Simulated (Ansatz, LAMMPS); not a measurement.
# Gap against volume in Ga2O3 with crystalline order left by the classical run (80 atoms)

Density of this cell: 5.62 g/cm³. The cell holds 80 atoms: 32 Ga and 48 O. Cell: a = 9.908 Å, b = 9.721 Å, c = 9.201 Å, α = 88.7°, β = 90.7°, γ = 89.4°. The starting structure: 80 atoms (32 Fe, 48 O) placed at random at 4.44 g/cm³, melted at 5000 K for 10 ps at fixed volume with the Morse and Coulomb pair potential with partial charges (Pedone, Malavasi, Menziani, Cormack and Segre, J. Phys. Chem. B 110, 11780 (2006)). Quenched from 5000 K to 300 K at 20 K/ps and fixed volume, held 10 ps at zero pressure, then minimised at fixed cell. Then Fe was replaced by Ga and the cell scaled by 1.003 (the potential has no terms for the new elements, so the cell is a start for a DFT relaxation).

Calculated with Ansatz 0.2.0: Kohn-Sham DFT, revPBE, PAW (set soft_1), plane waves; cutoff 420 eV, Γ point, fixed occupations. The relaxed cell was scaled evenly and the atoms were relaxed at each volume. The gap is that between the highest filled and the lowest empty Kohn-Sham level on the run's k-points.

```
volume (Å³/atom)  gap (eV)
          9.9661               2.476
          10.409                   ?
          10.741               1.979
          11.073               1.778
          11.406               1.590
          11.738               1.424
```

**Question.** Fit a straight line in ln V to the rows given and interpolate to the withheld row.

**Working.**

A volume deformation potential makes the spacing linear in u = ln(V/V0), with V0 = 11.073 Å³ the relaxed volume; v is the spacing.

```
u = ln(V/V0)  v (eV)
   -0.105361  2.4761
  -0.0304595  1.9792
           0  1.7778
   0.0295579  1.5902
   0.0582681  1.4244
```

With n = 5: mean u = -0.00959885, mean v = 1.84954, Σ(u − ū)² = 0.015837, Σ(u − ū)(v − v̄) = -0.10240. Slope b = -0.10240 / 0.015837 = -6.4661; intercept a = v̄ − b ū = 1.7875.

At the withheld volume u = -0.06188, and v = a + b u.

Prediction at 10.409: 2.188 eV. The run gave 2.208 eV, so the fit is low by 0.020 eV (0.90 % of the value).

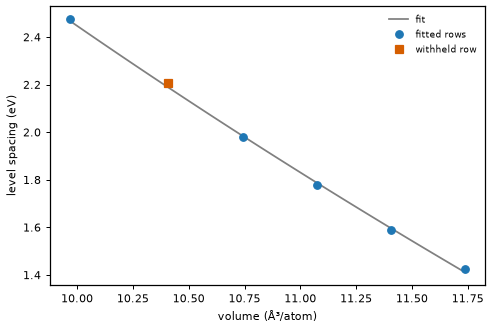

The fit, the rows that it rests on and the withheld row.

The slope, -6.47 eV, says that the spacing narrows on expansion. Among the rows given, the largest miss of the fit is at 11.738, by 0.014 eV (1.3 % of the range of the table).

Limits: The table spans 16 % in volume, wide for a linear law. Semilocal functionals tend to put gaps under measured ones. Only the Γ point is sampled. Defect or tail levels can set the spacing of a disordered cell.

[Logs are printed without paths, hosts, clocks, repeated set-up lines and the standing remarks that a program may print on its own settings, such as how far it seeks lower states.]

[Hosts, paths, dates, database ids (printed as entryN), source tags and the programs' standing remarks are cut or masked in the printed files.]
